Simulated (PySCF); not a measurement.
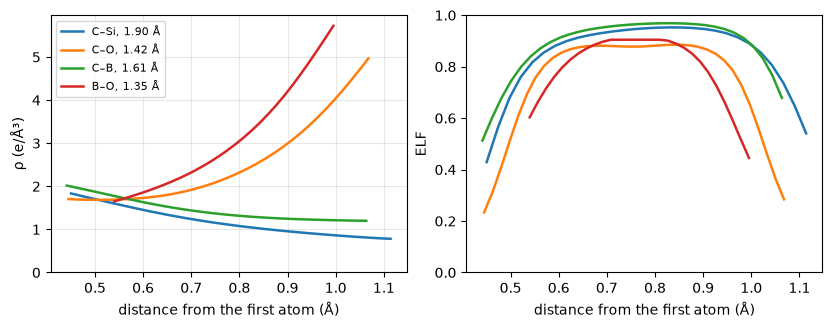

C2H7BO2Si. Electron density and electron localisation function along straight lines between neighbouring atoms. The curves leave out the atomic cores.

Geometry: GFN2-xTB.

Computed with PySCF 2.14.0, PBE0/pcSseg-1, SCF density, gas phase, non-relativistic.

```yaml
atoms:
  - { symbol: O, position_ang: [2.5739, -0.0636, -0.2972] }
  - { symbol: B, position_ang: [1.2326, -0.0860, -0.1520] }
  - { symbol: C, position_ang: [0.3719, 1.2408, 0.1234] }
  - { symbol: Si, position_ang: [-1.3959, 0.5645, 0.2336] }
  - { symbol: C, position_ang: [-0.8469, -1.2564, -0.0776] }
  - { symbol: O, position_ang: [0.5678, -1.2668, -0.2384] }
  - { symbol: H, position_ang: [2.9640, -0.9232, -0.4586] }
  - { symbol: H, position_ang: [0.5047, 1.9692, -0.6741] }
  - { symbol: H, position_ang: [0.6979, 1.7382, 1.0345] }
  - { symbol: H, position_ang: [-2.2921, 1.0177, -0.8351] }
  - { symbol: H, position_ang: [-2.0176, 0.6901, 1.5557] }
  - { symbol: H, position_ang: [-1.0849, -1.9307, 0.7504] }
  - { symbol: H, position_ang: [-1.2797, -1.6932, -0.9823] }
```

### What kind of bonding do the profiles show?

C–Si (1.90 Å): ρ is about 0.91 e/Å³ halfway; the ELF peaks at about 0.95 between the atoms; a covalent bond.
C–O (1.42 Å): ρ is about 2 e/Å³ halfway, with its minimum of 1.7 e/Å³ about 0.5 Å from C; the ELF peaks at about 0.90 between the atoms, as expected for a shared but strongly polarised pair.
C–B (1.61 Å): ρ is about 1.3 e/Å³ halfway; the ELF peaks at about 0.95 between the atoms: a shared electron pair.
B–O (1.35 Å): the density is about 2.2 e/Å³ at the midpoint; the ELF peaks at about 0.90 between the atoms (a short, strongly polar bond).
